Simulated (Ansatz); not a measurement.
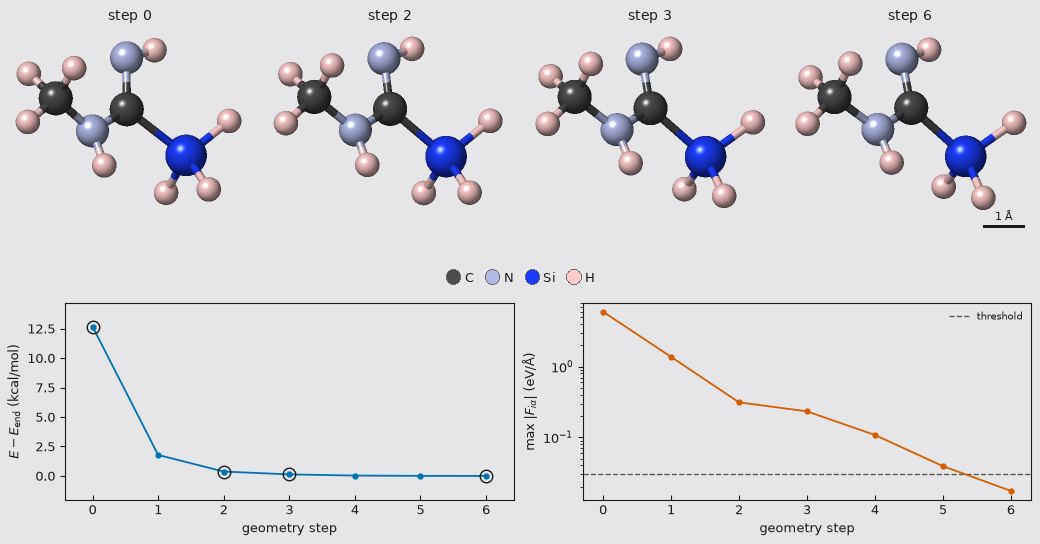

Frames of a relaxation of C$_{2}$H$_{8}$N$_{2}$Si (coarse preliminary run), marked on the history of the run. Style: ball-and-stick. Shown from a free direction.

The start comes from a force field.

The calculation used Ansatz 0.2.0, RKS PBE-D4/def2-SVP. (force threshold 0.03 eV/Å; at most 200 steps)

Describe the path.

Answer. The atom that moves furthest after the best rigid fit is an H atom (0.26 Å). By element the largest moves are H 0.26 Å, N 0.17 Å, C 0.12 Å, Si 0.04 Å. Among the contacts that change: H–N 0.953 → 1.030 Å, C–N 1.382 → 1.450 Å, H–Si 1.447 → 1.503 Å, C–Si 1.965 → 1.917 Å. Among the angles between lasting bonds that change: N–C–Si 115.1° → 124.3°, N–C–N 126.7° → 119.8°, H–C–H 104.9° → 109.5°. After 6 geometry steps the energy has fallen by 12.7 kcal/mol. The largest force component goes from 6 to 0.017 eV/Å. Cost: 9 s on 4 threads of Arm Neoverse V2, with other jobs on the host. From step 0 to 2: an N atom moves most (0.12 Å), energy −12.3 kcal/mol. From step 2 to 3: an H atom moves most (0.15 Å), energy −0.24 kcal/mol. From step 3 to 6: an H atom moves most (0.07 Å), energy −0.13 kcal/mol.

```tsv
step	E − E(0), kcal/mol	largest force component, eV/Å
0	0.00	5.9814
1	-10.89	1.3759
2	-12.31	0.3126
3	-12.54	0.2333
4	-12.64	0.1080
5	-12.67	0.0392
6	-12.68	0.0175
```
